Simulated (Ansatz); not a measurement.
**wB97X/def2-SVP run of C3H6S2 (1,2-dithiolane)**

Aim: the vertical singlet–triplet gap of C3H6S2 (1,2-dithiolane) at wB97X/def2-SVP, from 2 runs. 

Program for the calculation: Ansatz 0.2.0.

34 further runs of the same task are left out: 34 set aside as unsound or not needed. Runs told in other sessions of the task aren't counted.

## (1) The system as given

C3H6S2: 11 atoms, total charge 0, spin state singlet. As SMILES, `C1CSSC1`. The coordinates come from a PBE0-D4/def2-TZVP relaxation. This is one conformer, not always the lowest.

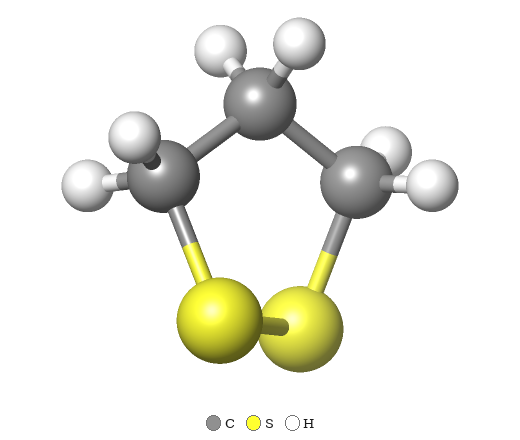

The structure, seen from a chosen angle (carbon grey, sulfur yellow, hydrogen white).

## (2) The energy at wB97X/def2-SVP

The input, input.yaml:

```yaml
crystal:
  periodic: [false, false, false]
  atoms:
    - {symbol: C, position_ang: [-0.396550, 0.604500, 0.214440]}
    - {symbol: C, position_ang: [-0.012890, -0.551730, 1.152530]}
    - {symbol: S, position_ang: [1.365860, -1.467590, 0.422440]}
    - {symbol: S, position_ang: [0.497060, -1.377810, -1.432750]}
    - {symbol: C, position_ang: [0.126470, 0.379240, -1.213670]}
    - {symbol: H, position_ang: [0.010150, 1.545120, 0.591820]}
    - {symbol: H, position_ang: [-1.484250, 0.701350, 0.205070]}
    - {symbol: H, position_ang: [-0.849150, -1.238940, 1.286410]}
    - {symbol: H, position_ang: [0.310830, -0.198400, 2.133780]}
    - {symbol: H, position_ang: [-0.608550, 0.656870, -1.972070]}
    - {symbol: H, position_ang: [1.041010, 0.947370, -1.387980]}
basis:
  gaussian:
    orbitals: def2-SVP
hamiltonian:
  xc: {name: wB97X}
accuracy: high
output: {orbitals: {seedname: orbitals}}
```

Started as:

```bash
$ ansatz run input.yaml --threads 1 --pin off --max-ram 3480MiB --events-out events.jsonl --progress --plain --runs-dir runs
```

What it wrote:

```text
Warning: RAYON_NUM_THREADS=1 ignored (pool sized by the plan → 1); use --threads N
Functional definition: wB97X
  name "wB97X"
  parameter omega = 0.3/bohr
  parameter cx = 0.157706
  parameter cx1 = 0.726479
  parameter cx2 = 1.04760
  parameter cx3 = -5.70635
  parameter cx4 = 13.2794
  parameter css1 = -4.33879
  parameter css2 = 18.2308
  parameter css3 = -31.7430
  parameter css4 = 17.2901
  parameter cos1 = 2.37031
  parameter cos2 = -11.3995
  parameter cos3 = 6.58405
  parameter cos4 = -3.78132
  exchange = spin_sum(e_x_unif_sr(omega)*poly(b97_u_x, 1 - cx, cx1, cx2, cx3, cx4)) + cx*exact_x_sr(omega)
      + exact_x_lr(omega)
  correlation = spin_sum(e_c_pw_same_spin*poly(b97_u_same, 1, css1, css2, css3, css4))
      + integral(e_c_pw_opposite_spin*poly(b97_u_opposite, 1, cos1, cos2, cos3, cos4))
2573 factors; integrals over basis functions are off by at most 3.9e-9 eV
402 factors; integrals over basis functions are off by at most 2.3e-9 eV
mean field evaluation 1: about -24867.3615 eV, gradient 2.8e1 eV
mean field evaluation 2: about -24868.3140 eV, gradient 2.1e1 eV
mean field evaluation 4: about -24869.3457 eV, gradient 7.1e-1 eV
mean field evaluation 8: about -24869.5506 eV, gradient 6.4e-2 eV
mean field evaluation 16: about -24869.5507 eV, gradient 2.7e-5 eV
mean field -24869.55065228 eV, -913.9391292843 hartree, gradient 9.4e-8 eV, S^2 0.000000; 0 other end points of the search recorded, 0 dependent functions left out
reference -24869.55064949 eV, -913.9391291818 hartree; 28, 28 occupied and 80, 80 virtual orbitals, 2573 factors
Total energy: -24869.55064949 eV, -913.9391291818 hartree
```

Wall time 44 s (1 thread of Intel Xeon Platinum 8175M at 2.50GHz (Skylake/Cascade Lake), shared host); peak memory 0.73 GiB.

## (3) The triplet, same level

The input, job.yaml:

```yaml
crystal:
  periodic: [false, false, false]
  atoms:
    - {symbol: C, position_ang: [-0.396550, 0.604500, 0.214440]}
    - {symbol: C, position_ang: [-0.012890, -0.551730, 1.152530]}
    - {symbol: S, position_ang: [1.365860, -1.467590, 0.422440]}
    - {symbol: S, position_ang: [0.497060, -1.377810, -1.432750]}
    - {symbol: C, position_ang: [0.126470, 0.379240, -1.213670]}
    - {symbol: H, position_ang: [0.010150, 1.545120, 0.591820]}
    - {symbol: H, position_ang: [-1.484250, 0.701350, 0.205070]}
    - {symbol: H, position_ang: [-0.849150, -1.238940, 1.286410]}
    - {symbol: H, position_ang: [0.310830, -0.198400, 2.133780]}
    - {symbol: H, position_ang: [-0.608550, 0.656870, -1.972070]}
    - {symbol: H, position_ang: [1.041010, 0.947370, -1.387980]}
basis:
  gaussian: {orbitals: def2-SVP}
magnetization: {spin_polarized: true, initial_magnetization: 2}
hamiltonian: {xc: {name: wB97X}}
accuracy: high
output: {orbitals: {seedname: orbitals}}
```

Started as:

```bash
$ ansatz run job.yaml --threads 1 --pin off --max-ram 3480MiB --events-out events.jsonl --progress --plain --runs-dir runs
```

What it wrote (excerpt; [...] marks lines left out):

```text
Warning: RAYON_NUM_THREADS=1 ignored (pool sized by the plan → 1); use --threads N
[... 2 set-up lines as earlier in the session ...]
[...]
      + exact_x_lr(omega)
[...]
      + integral(e_c_pw_opposite_spin*poly(b97_u_opposite, 1, cos1, cos2, cos3, cos4))
2575 factors; integrals over basis functions are off by at most 3.9e-9 eV
402 factors; integrals over basis functions are off by at most 2.3e-9 eV
[...]
mean field -24865.90924215 eV, -913.8053099305 hartree, gradient 7.6e-8 eV, S^2 2.011141; 2 other end points of the search recorded, 0 dependent functions left out
reference -24865.90923942 eV, -913.8053098300 hartree; 29, 27 occupied and 79, 81 virtual orbitals, 2575 factors
Total energy: -24865.90923942 eV, -913.8053098300 hartree
```

It took 1.9 min on 1 thread of Intel Xeon Platinum 8175M at 2.50GHz (Skylake/Cascade Lake), shared host; peak memory 1.2 GiB.

## (4) Outcome

Level: wB97X/def2-SVP.

```
                                        quantity          value
                           singlet: total energy  -913.93913 Eh
                            singlet: HOMO energy       -8.32 eV
                            singlet: LUMO energy        2.04 eV
                          singlet: HOMO–LUMO gap       10.37 eV
                           triplet: total energy  -913.80531 Eh
     triplet: HOMO energy (highest over α and β)       -4.67 eV
      triplet: LUMO energy (lowest over α and β)       -1.57 eV
                                   triplet: ⟨S²⟩          2.011
vertical energy of the triplet above the singlet       3.641 eV
```

**Reading.** At this shape the triplet lies 3.64 eV (84 kcal/mol) above the singlet.
